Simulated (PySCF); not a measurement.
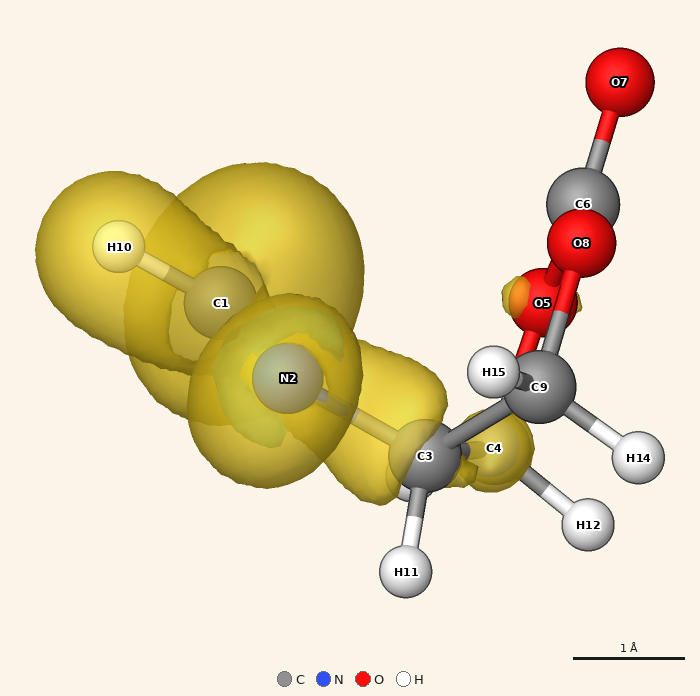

Figure. C5H6NO3 (doublet). Isosurfaces of the spin density (α minus β) at +0.015 (yellow) and −0.015 e/Å³ (cyan), seen at a tilt.

Geometry: GFN2-xTB.

The calculation used UKS B3LYP, pcH-1 on C H N O, non-relativistic, mean-field spin-orbit, GIAO in PySCF.

| atom | x (Å) | y (Å) | z (Å) |
| --- | --- | --- | --- |
| C | -1.8495 | 1.2283 | -0.5341 |
| N | -1.5819 | 0.3761 | 0.3130 |
| C | -0.6239 | -0.6826 | 0.2520 |
| C | 0.1254 | -0.7873 | -1.0822 |
| O | 0.9929 | 0.3166 | -1.2853 |
| C | 1.5193 | 1.0186 | -0.2763 |
| O | 2.2151 | 1.9587 | -0.5033 |
| O | 1.2626 | 0.6681 | 0.9909 |
| C | 0.4473 | -0.4450 | 1.3196 |
| H | -2.5775 | 2.0017 | -0.3586 |
| H | -1.1506 | -1.6191 | 0.4647 |
| H | 0.7113 | -1.7141 | -1.1092 |
| H | -0.5711 | -0.7716 | -1.9247 |
| H | 1.0778 | -1.3365 | 1.4253 |
| H | -0.0016 | -0.2040 | 2.2865 |

### Which atoms carry the spin?

The unpaired spin (1 electron) lies mostly on C1 (about 0.6), N2 (about 0.2) and H10 (about 0.1), in electrons by Hirshfeld's partition.
